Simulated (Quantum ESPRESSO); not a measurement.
Band structure of LaH3O3 (P6_3, 14 atoms in the cell).

```xyz
14
Lattice="6.5145 0.0000 0.0000 -3.2572 5.6417 0.0000 0.0000 0.0000 3.8346" Properties=species:S:1:pos:R:3 pbc="T T T"
La     0.0000     3.7611     1.2142
La     3.2572     1.8806     3.1315
H      3.2924     4.0895     1.3401
H     -1.8954     4.8960     3.2574
H      1.3267     0.8065     1.3401
H     -0.0351     1.5522     3.2574
H      5.1527     0.7457     1.3401
H      1.9306     4.8352     3.2574
O      3.9979     3.4501     1.1740
O     -0.9889     5.1874     3.0913
O      1.5276     1.7373     1.1740
O     -0.7407     2.1916     3.0913
O      4.2462     0.4543     1.1740
O      1.7296     3.9045     3.0913
```

Method: LDA (PZ), GBRV 1.5 ultrasoft (LDA) pseudopotentials (plane waves; Quantum ESPRESSO 7.5).

Settings: ecutwfc = 40 Ry; ecutrho = 200 Ry; occupations = fixed; potentials = {La: la_lda_v1.uspp.F.UPF, H: h_lda_v1.4.uspp.F.UPF, O: o_lda_v1.2.uspp.F.UPF}; K_POINTS = automatic 3 3 5 0 0 0; nbnd = 38; conv_thr = 1e-10 Ry; mixing_beta = 0.5.

The starting cell comes from a database of computed structures (which also holds hypothetical and non-ambient phases and stackings), without a prior relaxation at this level.

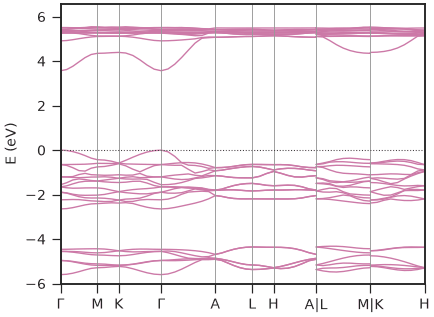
Figure: Bands along the path, energies from the top of the valence band on the SCF mesh.

Task: Read off roughly the gap and where its edges lie.

Result: The gap along the path is about 3.6 eV (computed: 3.57 eV), direct at Γ to within 0.01 eV.

Levels in eV from the top of the valence band on the SCF mesh, bands 29 to 36:
| point | 29 | 30 | 31 | 32 | 33 | 34 | 35 | 36 |
|---|---|---|---|---|---|---|---|---|
| Γ | -1.20 | -0.65 | -0.65 | 0.00 | 3.57 | 4.91 | 5.26 | 5.26 |
| M | -1.12 | -0.75 | -0.59 | -0.43 | 4.35 | 5.11 | 5.13 | 5.26 |
| K | -1.11 | -0.61 | -0.58 | -0.58 | 4.39 | 5.12 | 5.12 | 5.26 |
| A | -0.93 | -0.93 | -0.79 | -0.79 | 5.07 | 5.07 | 5.28 | 5.28 |
| L | -0.74 | -0.74 | -0.64 | -0.64 | 5.11 | 5.11 | 5.20 | 5.20 |
| H | -0.89 | -0.89 | -0.65 | -0.65 | 5.14 | 5.14 | 5.19 | 5.19 |
